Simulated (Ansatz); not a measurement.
Input file:

```
crystal:
  periodic: [false, false, false]
  atoms:
    - {symbol: H, position_ang: [0.229697, -1.030878, -0.320291]}
    - {symbol: Si, position_ang: [-0.591448, 0.321583, -0.282492]}
    - {symbol: N, position_ang: [0.333576, 1.689701, 0.155109]}
    - {symbol: S, position_ang: [1.144271, -2.572475, 0.057395]}
    - {symbol: H, position_ang: [-1.655186, 0.101409, 0.729147]}
    - {symbol: H, position_ang: [-1.139272, 0.530346, -1.646001]}
    - {symbol: H, position_ang: [0.960128, 2.112134, -0.511002]}
    - {symbol: H, position_ang: [0.680801, 1.790423, 1.095482]}
    - {symbol: H, position_ang: [0.037535, -2.942144, 0.722654]}
basis:
  gaussian: {orbitals: def2-TZVPP}
magnetization: {spin_polarized: true, initial_magnetization: 1}
hamiltonian: {xc: pbe0, dispersion: d4}
output: {orbitals: {seedname: orbitals}}
```

Command:

```sh
ansatz run in.yaml --threads 4 --pin off --events-out ev --progress --plain --max-ram 9574MiB
```

The reactant side of a reaction path; geometry: PBE0-D4/def2-TZVP.

The calculation used UKS PBE0-D4/def2-TZVPP in Ansatz.

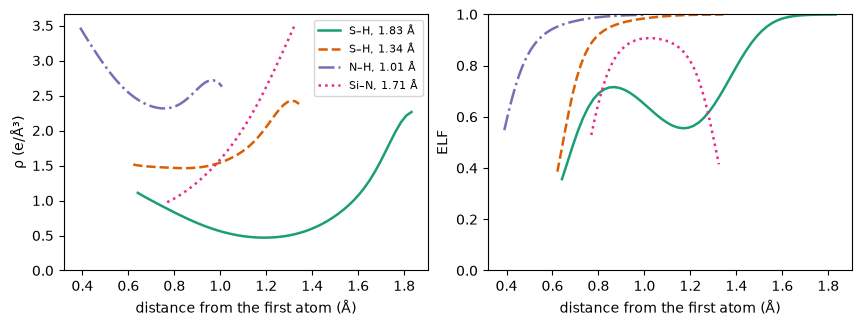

H5NSi···HS (doublet). Total electron density and electron localisation function along straight lines between neighbouring atoms. The curves leave out the atomic cores.

What can be read from the curves?

Answer. S4···H1 (1.83 Å): the density falls to about 0.47 e/Å³ on the way; the ELF climbs to about 1 towards the hydrogen, as it does in any bond to H.
S–H (1.34 Å): ρ at the midpoint is about 1.5 e/Å³; the ELF climbs to about 1 towards the hydrogen.
N–H (1.01 Å): ρ is about 2.9 e/Å³ halfway; the ELF climbs to about 1 towards the hydrogen (an ordinary covalent bond to hydrogen).
Si–N (1.71 Å): the density is about 1.1 e/Å³ at the midpoint; the ELF peaks at about 0.90 between the atoms (a polar covalent bond).
